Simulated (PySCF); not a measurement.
# C7H6O2S: the cost of one run

Computed with PySCF 2.14.0 and routines of our own; the level stands in each step. Atoms count from 0.

### 1 The system as given

16 atoms, charge -1, multiplicity 2; geometry from: GFN2-xTB.

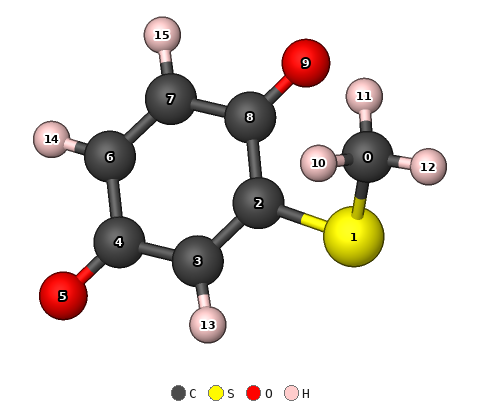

The starting geometry (carbon dark grey, sulfur yellow, oxygen red, hydrogen pink).

### 2 Open-shell or spin-flip excitations: unrestricted TDA PBE0/def2-SVP in toluene

Job settings and geometry (Å):

```
{"job": {"kind": "uabs", "xc": "PBE0", "basis": "def2-SVP", "nstates": 10, "tda": true, "solvent": "toluene", "pol": false}, "charge": -1, "multiplicity": 2}
C      2.857408     0.472392     0.235216
S      1.933714    -0.146902    -1.209931
C      0.265782    -0.154779    -0.569158
C     -0.479226    -1.280265    -0.756208
C     -1.842696    -1.394046    -0.314298
O     -2.521462    -2.435399    -0.478781
C     -2.360361    -0.222231     0.344750
C     -1.618446     0.900032     0.518041
C     -0.259501     1.035742     0.062146
O      0.386021     2.100111     0.211746
H      2.819852    -0.271772     1.026805
H      2.393892     1.401716     0.549825
H      3.881458     0.636218    -0.085603
H     -0.042578    -2.135509    -1.255301
H     -3.383249    -0.266911     0.700064
H     -2.038209     1.770549     1.009277
```

Level: unrestricted TDA PBE0/def2-SVP, vertical, IEF-PCM toluene (non-equilibrium linear response), core orbitals frozen in the response.

On the command line:

```
$ OMP_NUM_THREADS=1 python excited_run.py task.json out
```

The driver reads the jobs from task.json and runs them one after another.

Q: Estimate the wall time and peak memory of this first job on 1 thread of Arm Neoverse V1, shared host.

About 53 s, with a peak of 0.77 GiB.
